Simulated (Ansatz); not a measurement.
```yaml
atoms:
  - { symbol: N, position_ang: [-1.0032, 1.6576, -0.0262] }
  - { symbol: Si, position_ang: [-0.6314, 0.2950, 1.4487] }
  - { symbol: C, position_ang: [0.9491, -0.2353, 0.3910] }
  - { symbol: F, position_ang: [1.6070, 0.8950, -0.2383] }
  - { symbol: Si, position_ang: [0.5261, -1.4471, -1.0139] }
  - { symbol: H, position_ang: [-1.5742, 1.2798, -0.7944] }
  - { symbol: H, position_ang: [-1.4580, 2.5091, 0.3271] }
  - { symbol: H, position_ang: [-0.0644, 1.8984, -0.3990] }
  - { symbol: H, position_ang: [0.1207, 1.4245, 2.1906] }
  - { symbol: H, position_ang: [1.6843, -0.7022, 1.0867] }
  - { symbol: H, position_ang: [-0.5430, -0.8181, -1.8799] }
  - { symbol: H, position_ang: [1.7113, -1.7235, -1.9013] }
  - { symbol: H, position_ang: [-0.0065, -2.7423, -0.4667] }
```

Theory: Ansatz 0.2.0, RKS PBE-D4/def2-SVP.

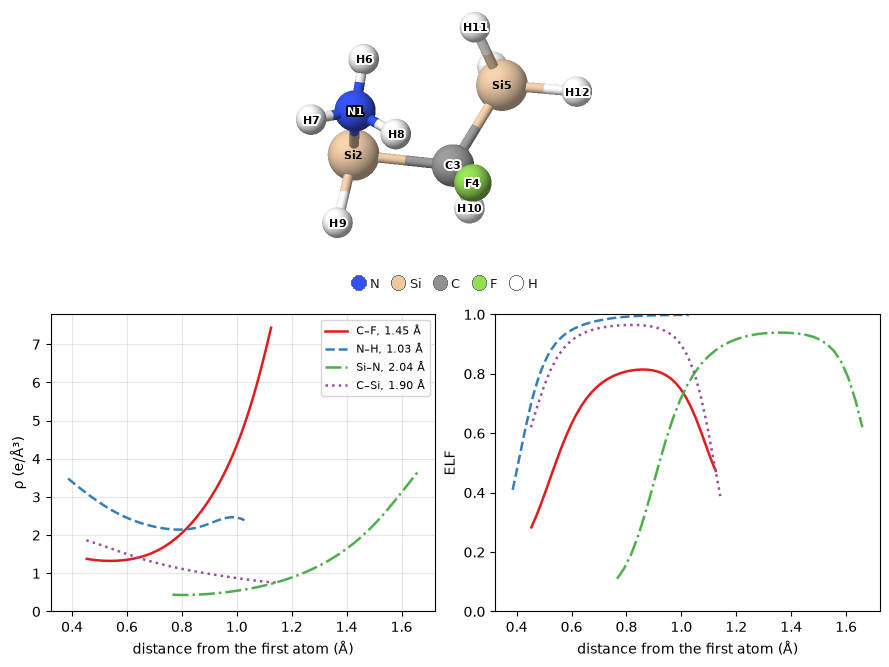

CH8FNSi2. Total electron density and ELF along straight lines between neighbouring atoms. The curves leave out the atomic cores. The structure is drawn too.

What can be read from the curves?

Answer. C–F (1.45 Å): ρ at the midpoint is about 1.7 e/Å³, with its minimum of 1.3 e/Å³ about 0.5 Å from C; the ELF peaks at about 0.80 between the atoms (a shared but strongly polarised pair).
N–H (1.03 Å): the density is about 2.8 e/Å³ at the midpoint; the ELF climbs to about 1 towards the hydrogen, as it does in any bond to H (an ordinary covalent bond to hydrogen).
Si–N (2.04 Å): ρ is about 0.57 e/Å³ halfway, with its minimum of 0.43 e/Å³ about 0.8 Å from Si; the ELF peaks at about 0.95 in the valence shell of N, 0.7 Å from its nucleus, and is about 0.75 at the midpoint.
C–Si (1.90 Å): ρ is about 0.93 e/Å³ halfway; the ELF peaks at about 0.95 between the atoms; a shared electron pair.
